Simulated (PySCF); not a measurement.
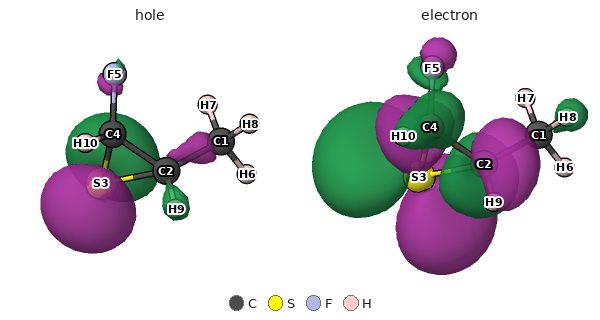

Figure. C$_{3}$H$_{5}$FS, SMILES `C[CH]1S[CH]1F`. Leading natural transition orbital pair of S₁ (TDA singlet states); the surfaces enclose about 78 % of each orbital's density.

Computed with PySCF, CAM-B3LYP/def2-SVPD, geometry: GFN2-xTB. No frequency check shows the geometry to be a minimum. GFN2-xTB bond lengths at metals and heavier atoms can be off by up to 0.1 Å and shapes distorted, which carries into these values.

Input script:

```python
import numpy as np
from pyscf import gto, scf, dft, tdscf
from pyscf.scf import atom_ks, atom_hf
from scipy.linalg import block_diag

def solve(mol, dm0=None, hcore=None):
    mf = (dft.UKS if mol.spin else dft.RKS)(mol, xc='camb3lyp')
    mf.grids.level = 3
    mf = mf.density_fit(auxbasis='def2-universal-jkfit')
    mf.conv_tol, mf.max_cycle = 1e-8, 80
    if hcore is not None:
        mf.get_hcore = lambda *args: hcore
    mf.kernel(dm0)
    if not mf.converged:
        mf = mf.newton().run(mf.mo_coeff, mf.mo_occ, max_cycle=30)
    assert mf.converged, 'SCF not converged'
    return mf

mol = gto.M(atom='''
C     -1.80705    -0.36549     0.24042
C     -0.55704    -0.42187    -0.59196
S      0.99859    -0.86225     0.24219
C      0.44008     0.67201    -0.50407
F      0.17857     1.71223     0.31842
H     -2.18655    -1.36857     0.42012
H     -1.60500     0.11217     1.19632
H     -2.56935     0.20898    -0.28457
H     -0.66784    -0.89264    -1.56399
H      0.98826     1.01810    -1.37518
''', basis='def2-svpd', charge=0, spin=0, verbose=4)
mf = solve(mol)
td = mf.TDA()
td.nstates, td.singlet, td.conv_tol = 6, True, 1e-5
td.kernel()
td.analyze()
x, y = np.array([p[0] for p in td.xy]), np.array([p[1] + 0 * p[0] for p in td.xy])
f, mu = td.oscillator_strength(), td.transition_dipole()
nto = [td.get_nto(state=i + 1, verbose=4) for i in range(len(td.e))]
# spherically averaged free atoms, for the promolecule
atm = atom_ks.get_atm_nrks(mol, xc='camb3lyp')
pro = block_diag(*[(atm[a[0]][2] * atm[a[0]][3]) @ atm[a[0]][2].T for a in mol._atom])
np.savez('result.npz', e=td.e, f=f, ok=td.converged, w=[n[0] for n in nto], nto=[n[1] for n in nto], x=x, y=y, c=mf.mo_coeff, occ=mf.mo_occ, eps=mf.mo_energy, pro=pro, mu=mu)
```

Run with:

```sh
OMP_NUM_THREADS=1 python input.py
```

The run took 10 min on 1 thread of Intel(R) Xeon(R) Processor @ 2.50GHz (Skylake/Cascade Lake), on a shared host, peak memory 0.78 GiB.

**Give its energy and the atoms that hole and electron lie on.**

5.08 eV (244 nm), f = 0.000 (very weak); the leading pair carries 100 %; hole on S3 (82 %), electron on S3 (55 %), C2 (17 %) and C4 (15 %); their centroids lie 0.2 Å apart. In canonical orbitals it is mainly HOMO → LUMO (90 %). The HOMO–LUMO gap is 9.22 eV.
